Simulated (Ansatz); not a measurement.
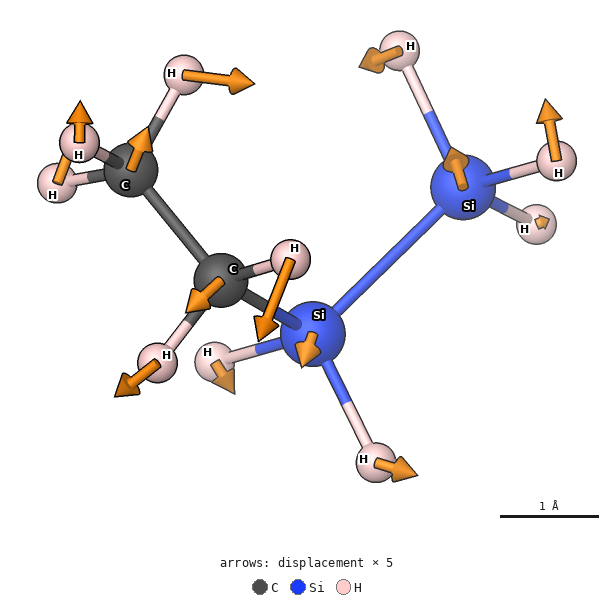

This is a relaxation of C2H10Si2 (coarse preliminary run). The starting structure is drawn; orange arrows show the displacements, magnified 5 times. The two geometries are superimposed by the best rigid fit.

A ball-and-stick model, seen from a free direction.

The start comes from a force field.

Level of theory: Ansatz, RKS PBE-D4/def2-SVP. Settings: force threshold 0.03 eV/Å; at most 200 steps.

> Atoms of which element are displaced furthest, and by how much?

Hydrogen: up to 0.19 Å, against 0.12 Å for silicon.

> What happened in the run?

An H atom moves most after the best rigid fit: 0.19 Å. Largest moves by element: H 0.19 Å, Si 0.12 Å, C 0.11 Å. Some distances before and after: Si–Si 2.218 → 2.356 Å, H–Si 1.586 → 1.508 Å, C–C 1.469 → 1.535 Å, H–Si 1.453 → 1.509 Å. Bond angles that change, for instance: C–C–H 104.8° → 110.8°, Si–Si–H 113.9° → 108.6°, H–Si–H 102.7° → 108.0°. The energy falls by 0.387 eV in 6 geometry steps. The largest force component goes from 2.8 to 0.027 eV/Å.
